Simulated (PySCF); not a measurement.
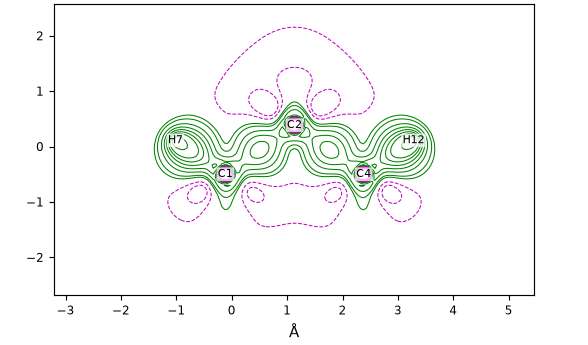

*C5H12, SMILES `CC(C)(C)C`. Deformation density (molecule less spherical, spin-averaged free atoms) in the plane of C1, C2, C4, H7 and H12; contours at ±0.05 to ±0.8 e/Å³; solid green lines: gain, dashed magenta lines: loss.*

Level of theory: PBE/def2-TZVP (PySCF), at a geometry from GFN2-xTB. No frequency check shows the geometry to be a minimum.

Geometry (Å), atoms numbered from 1:

```
C1       1.0396   -0.9416   -0.6114
C2       0.0003    0.0001    0.0004
C3       0.6800    0.9198    1.0163
C4      -0.6364    0.8442   -1.1061
C5      -1.0832   -0.8222    0.7010
H6       1.8197   -0.3747   -1.1153
H7       1.5035   -1.5523    0.1593
H8       0.5744   -1.6051   -1.3377
H9       1.1393    0.3371    1.8122
H10     -0.0443    1.5984    1.4624
H11      1.4559    1.5129    0.5360
H12     -1.3800    1.5213   -0.6905
H13     -1.1269    0.2084   -1.8390
H14      0.1192    1.4370   -1.6175
H15     -0.6498   -1.4302    1.4925
H16     -1.8337   -0.1706    1.1417
H17     -1.5791   -1.4838   -0.0057
```

**Describe the bonding that the map shows.**

C1–H7 and C4–H12: +0.67 e/Å³ at the bond critical point (bond length 1.09 Å, Mayer order 1.0). C1–C2 and C2–C4: +0.46 e/Å³ at the bond critical point (bond length 1.53 Å, Mayer order 1.0). In all, 3.3 electrons gather in the regions of gain relative to the promolecule.

**Where do the Hirshfeld charges lie?**

The highest Hirshfeld charge is on H6, H7, H8, H9, H10, H11, H12, H13, H14, H15, H16 and H17 (+0.03 e), the lowest on C1, C3, C4 and C5 (−0.11 e).

Cost of the run: 33 s on 1 thread of AMD EPYC 7R43 64-Core Processor (Zen 3) (shared host), peak memory 0.75 GiB.
